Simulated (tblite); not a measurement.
## B6SiH12: saddle-point search

- system: B6SiH12 (nido-B6H10 (SiH3 for H, site a on B))
- method: GFN2-xTB saddle search (eigenvector following) and harmonic vibrations, gas phase (tblite 0.8.0)

The run did not end well.

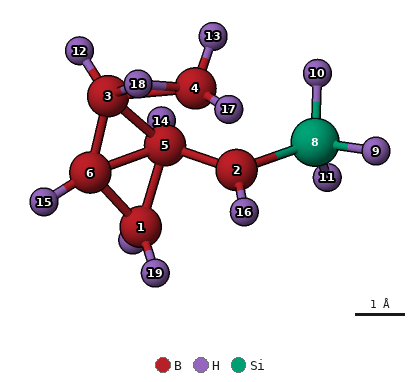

Figure 1. The structure as given in the input (ball-and-stick view, seen at a tilt; atoms are numbered from 1 in the order of the input).

## Input
```
{"job": {"xc": "GFN2-xTB", "basis": "xTB", "kind": "saddle"}, "charge": 0, "multiplicity": 1}
B     -0.209221    -1.762658    -1.050359
B     -1.014416     0.155277     0.169936
B      1.841614     0.436408    -0.950668
B      0.567322     1.424414    -0.060860
B      0.503869    -0.486216    -0.069817
B      1.131972    -0.849603    -1.693300
H     -0.060555    -2.808087    -0.523261
Si    -1.647522     0.364462     2.015884
H     -2.821518     1.250506     2.163351
H     -0.676327     0.931018     2.969595
H     -2.077781    -0.893508     2.656749
H      2.961122     0.487406    -0.593481
H      1.066622     1.939371     0.874596
H      1.083287    -0.992705     0.829080
H      1.379136    -1.328588    -2.728496
H     -1.842244     0.273511    -0.659879
H     -0.376940     2.041873    -0.435138
H      1.360245     1.581850    -1.181113
H     -1.168665    -1.764731    -1.732819
```

The first line tells a small driver script what to run in tblite; the rest is the geometry in Å.

Machine: 1 CPU thread, shared host.

Command:
```bash
OMP_NUM_THREADS=1 python <driver script> task.json out
```

## What the program printed
```
step      E/eV     max force
  0    -411.90381   0.5141
  1    -411.94765   0.2327
  2    -411.96431   0.1345
  3    -411.98094   0.2257
  4    -411.97357   0.0673
  5    -411.96974   0.0613
  6    -411.96061   0.0524
  7    -411.94315   0.1102
  8    -411.95692   0.0499
  9    -411.95078   0.0508
 10    -411.94432   0.0533
 11    -411.93897   0.0465
 12    -411.93034   0.0590
 13    -411.91762   0.0703
 14    -411.91703   0.1049
 15    -411.91713   0.1157
 16    -411.90735   0.0520
 17    -411.90104   0.0844
 18    -411.89368   0.1182
 19    -411.87898   0.1209
 20    -411.87973   0.1042
 21    -411.87368   0.0582
 22    -411.85993   0.0989
 23    -411.86010   0.0676
 24    -411.85453   0.0316
 25    -411.84541   0.1180
 26    -411.85342   0.0342
 27    -411.85182   0.0346
 28    -411.85011   0.0345
 29    -411.84749   0.0353
 30    -411.84677   0.0352
 31    -411.84924   0.0339
 32    -411.85530   0.0354
 33    -411.84820   0.0459
 34    -411.84443   0.0363
 35    -411.84091   0.0594
 36    -411.83579   0.0348
 37    -411.83193   0.0734
 38    -411.83558   0.0339
 39    -411.83422   0.0431
 40    -411.83210   0.0505
 41    -411.82847   0.0336
 42    -411.82862   0.0641
 43    -411.82486   0.0345
 44    -411.81806   0.0764
 45    -411.82301   0.0342
 46    -411.82357   0.0344
 47    -411.82693   0.0472
 48    -411.83363   0.0353
 49    -411.83557   0.0873
 50    -411.83215   0.0393
 51    -411.83092   0.0349
 52    -411.82924   0.0341
 53    -411.82756   0.0504
 54    -411.82552   0.0580
 55    -411.82172   0.0345
 56    -411.82171   0.0519
 57    -411.81748   0.0927
 58    -411.82037   0.0335
 59    -411.81872   0.0387
 60    -411.81882   0.0429
 61    -411.81739   0.0338
 62    -411.81621   0.0583
 63    -411.81399   0.0687
 64    -411.80971   0.0330
 65    -411.80693   0.0612
 66    -411.80416   0.0645
 67    -411.80027   0.1071
 68    -411.79494   0.0345
 69    -411.80094   0.1431
 70    -411.79026   0.0421
lowest wavenumbers (cm-1): 48.7 58.4 99.3 154.4 163.5 187.3
```

## Trajectory as extended XYZ (Å, eV, eV/Å), 6 of the 12 frames kept, from step=0 to step=70
```
19
Properties=species:S:1:pos:R:3:forces:R:3 step=0 energy=-411.90381
B    -0.2092   -1.7627   -1.0504   -0.0210  -0.0090   0.0170
B    -1.0144    0.1553    0.1699   -0.0180  -0.0120   0.0060
B     1.8416    0.4364   -0.9507   -0.4130  -0.2910  -0.0950
B     0.5673    1.4244   -0.0609    0.0160   0.0080  -0.0110
B     0.5039   -0.4862   -0.0698    0.3230   0.2360   0.2860
B     1.1320   -0.8496   -1.6933    0.0130   0.0090   0.0020
H    -0.0606   -2.8081   -0.5233    0.0110  -0.0020  -0.0150
Si   -1.6475    0.3645    2.0159    0.0050   0.0090  -0.0160
H    -2.8215    1.2505    2.1634   -0.0070   0.0100   0.0040
H    -0.6763    0.9310    2.9696    0.0090  -0.0050   0.0270
H    -2.0778   -0.8935    2.6567   -0.0020  -0.0240  -0.0180
H     2.9611    0.4874   -0.5935   -0.0210   0.0010  -0.0130
H     1.0666    1.9394    0.8746    0.0040   0.0090   0.0070
H     1.0833   -0.9927    0.8291    0.0020   0.0150   0.0170
H     1.3791   -1.3286   -2.7285   -0.0040  -0.0060   0.0110
H    -1.8422    0.2735   -0.6599    0.0090   0.0000   0.0010
H    -0.3769    2.0419   -0.4351   -0.0110  -0.0070  -0.0220
H     1.3602    1.5818   -1.1811    0.0210  -0.0110   0.0070
H    -1.1687   -1.7647   -1.7328    0.0840   0.0710  -0.1950
19
Properties=species:S:1:pos:R:3:forces:R:3 step=12 energy=-411.93034
B    -0.1808   -1.7675   -0.9188   -0.0190  -0.0040  -0.0130
B    -0.9380    0.1918    0.1865   -0.0010  -0.0070   0.0000
B     1.7876    0.4470   -1.0574    0.0000   0.0010   0.0000
B     0.6528    1.4577   -0.0408   -0.0050  -0.0030  -0.0030
B     0.6064   -0.4295    0.0026    0.0010  -0.0040   0.0000
B     1.0571   -0.8663   -1.6902    0.0070  -0.0180  -0.0100
H    -0.0198   -2.7803   -0.3350   -0.0410   0.0350  -0.0240
Si   -1.7233    0.3155    1.9765   -0.0050  -0.0080   0.0450
H    -2.8354    1.2876    2.0905    0.0360  -0.0180   0.0100
H    -0.8235    0.6928    3.0854   -0.0180  -0.0140  -0.0280
H    -2.3276   -0.9628    2.4149    0.0230   0.0450  -0.0050
H     2.9465    0.5087   -0.8513   -0.0050   0.0120   0.0040
H     1.2472    1.9763    0.8364   -0.0100   0.0040  -0.0070
H     1.2117   -0.9231    0.8873   -0.0030  -0.0030   0.0000
H     1.2219   -1.3402   -2.7449    0.0270  -0.0170   0.0390
H    -1.7107    0.3250   -0.6939   -0.0070  -0.0130   0.0110
H    -0.3357    2.0701   -0.2951   -0.0120  -0.0110  -0.0040
H     1.3019    1.6029   -1.2417   -0.0100  -0.0030  -0.0060
H    -1.1383   -1.8057   -1.6108    0.0430   0.0250  -0.0100
19
Properties=species:S:1:pos:R:3:forces:R:3 step=25 energy=-411.84541
B    -0.0565   -1.8622   -0.6993   -0.0280  -0.0440  -0.0150
B    -0.8584    0.2228    0.1566   -0.0040   0.0010   0.0020
B     1.7567    0.4682   -1.1585   -0.0010  -0.0050  -0.0030
B     0.7469    1.4903    0.0096   -0.0010   0.0020  -0.0040
B     0.7005   -0.3793    0.0439   -0.0050  -0.0030  -0.0030
B     0.8732   -0.7936   -1.6829   -0.0100  -0.0440  -0.0700
H     0.4279   -2.8180   -0.1978   -0.0690   0.0720  -0.0430
Si   -1.8399    0.2598    1.8491   -0.0220   0.0050   0.0220
H    -2.7041    1.4529    2.0124    0.0290  -0.0300   0.0090
H    -1.0483    0.2294    3.0940   -0.0010   0.0040  -0.0120
H    -2.7786   -0.8750    1.9844    0.0270   0.0250   0.0120
H     2.9348    0.5021   -1.1445   -0.0090   0.0060   0.0130
H     1.4169    1.9641    0.8578   -0.0130   0.0020  -0.0100
H     1.3675   -0.8413    0.8981   -0.0090  -0.0040  -0.0020
H     0.6951   -1.1435   -2.7857    0.0480   0.0130   0.1070
H    -1.5236    0.3919   -0.8037   -0.0110  -0.0050   0.0080
H    -0.2439    2.1315   -0.1492   -0.0050  -0.0070  -0.0060
H     1.2972    1.6559   -1.2171   -0.0030  -0.0060  -0.0050
H    -1.1635   -2.0561   -1.0672    0.0860   0.0180   0.0000
19
Properties=species:S:1:pos:R:3:forces:R:3 step=44 energy=-411.81806
B    -0.0373   -1.8480   -0.5911   -0.0100  -0.0020  -0.0140
B    -0.8174    0.2263    0.1467   -0.0080   0.0000   0.0030
B     1.7365    0.4827   -1.2162    0.0050  -0.0020   0.0040
B     0.7856    1.5133    0.0136   -0.0070   0.0000  -0.0050
B     0.7548   -0.3478    0.0678   -0.0070  -0.0020  -0.0040
B     0.8166   -0.7820   -1.6509    0.0090  -0.0060  -0.0120
H     0.4842   -2.7826   -0.0965   -0.0230   0.0050  -0.0070
Si   -1.8762    0.2047    1.7920   -0.0380   0.0120   0.0570
H    -2.6233    1.4625    2.0412    0.0430  -0.0630   0.0010
H    -1.1594   -0.0422    3.0605   -0.0210   0.0180  -0.0440
H    -2.9335   -0.8323    1.7602    0.0520   0.0490   0.0270
H     2.9123    0.5235   -1.2868   -0.0070   0.0040   0.0190
H     1.4999    1.9837    0.8270   -0.0130   0.0010  -0.0060
H     1.4457   -0.7900    0.9125   -0.0100  -0.0010  -0.0030
H     0.5457   -1.1597   -2.7207    0.0390  -0.0050   0.0150
H    -1.4448    0.4183   -0.8359   -0.0100  -0.0050   0.0080
H    -0.2053    2.1640   -0.0964   -0.0050  -0.0050  -0.0090
H     1.2740    1.6712   -1.2370    0.0000  -0.0060  -0.0030
H    -1.1578   -2.0655   -0.8900    0.0130   0.0080  -0.0270
19
Properties=species:S:1:pos:R:3:forces:R:3 step=57 energy=-411.81748
B    -0.0156   -1.8437   -0.5631   -0.0040   0.0020  -0.0120
B    -0.8283    0.2012    0.1449   -0.0060  -0.0010   0.0040
B     1.7306    0.4980   -1.2277    0.0020  -0.0010   0.0060
B     0.7517    1.5321   -0.0188   -0.0060  -0.0010  -0.0040
B     0.7587   -0.3298    0.0707   -0.0070  -0.0020  -0.0030
B     0.8472   -0.7978   -1.6392    0.0130  -0.0030  -0.0020
H     0.5003   -2.7632   -0.0362   -0.0150  -0.0010  -0.0040
Si   -1.8772    0.1849    1.7974   -0.0400   0.0000   0.0740
H    -2.3705    1.5212    2.2106    0.0250  -0.0680  -0.0070
H    -1.2220   -0.3513    3.0104   -0.0280   0.0420  -0.0590
H    -3.1138   -0.6236    1.6699    0.0730   0.0460   0.0340
H     2.9056    0.5631   -1.2850    0.0030   0.0020   0.0180
H     1.4602    2.0282    0.7840   -0.0110   0.0010  -0.0030
H     1.4588   -0.7403    0.9240   -0.0110  -0.0010  -0.0020
H     0.6038   -1.2167   -2.6992    0.0310  -0.0090  -0.0060
H    -1.4611    0.3794   -0.8362   -0.0110  -0.0040   0.0050
H    -0.2451    2.1681   -0.1452   -0.0070  -0.0030  -0.0090
H     1.2417    1.6717   -1.2751   -0.0020  -0.0030  -0.0030
H    -1.1249   -2.0814   -0.8862   -0.0010   0.0050  -0.0290
19
Properties=species:S:1:pos:R:3:forces:R:3 step=70 energy=-411.79026
B     0.0115   -1.8275   -0.4648   -0.0020   0.0010  -0.0150
B    -0.8032    0.1850    0.1286   -0.0090   0.0010   0.0020
B     1.7108    0.5109   -1.2720    0.0030  -0.0030   0.0060
B     0.7626    1.5582   -0.0271   -0.0060   0.0010  -0.0020
B     0.8014   -0.2945    0.0913   -0.0070  -0.0030  -0.0050
B     0.8073   -0.7891   -1.6073    0.0130  -0.0030  -0.0080
H     0.5653   -2.7239    0.0628   -0.0120  -0.0030  -0.0070
Si   -1.9052    0.1344    1.7472   -0.0060   0.0200   0.0260
H    -2.1831    1.4609    2.3398    0.0080  -0.0190  -0.0060
H    -1.3878   -0.6667    2.8732    0.0050   0.0180  -0.0030
H    -3.2512   -0.4296    1.5004    0.0280   0.0120   0.0290
H     2.8810    0.5819   -1.3916   -0.0020   0.0020   0.0210
H     1.4935    2.0617    0.7513   -0.0160  -0.0010  -0.0050
H     1.5242   -0.6764    0.9380   -0.0120  -0.0040  -0.0020
H     0.4996   -1.2430   -2.6360    0.0340  -0.0020   0.0000
H    -1.4045    0.3726   -0.8715   -0.0120  -0.0050   0.0090
H    -0.2353    2.1949   -0.1362   -0.0050  -0.0060  -0.0100
H     1.2205    1.6845   -1.2956    0.0000  -0.0040  -0.0020
H    -1.1074   -2.0943   -0.7304    0.0010   0.0010  -0.0290
```

## Outcome

| quantity | value |
| --- | --- |
| outcome | not converged |
| total energy | −411.7903 eV |
| point group | C1 |
| wall time | 24 s |
| peak memory | 0.19 GiB |

## Diagnosis

The run did not converge. At least one of its steps failed, so the values that rest on that step are not results.
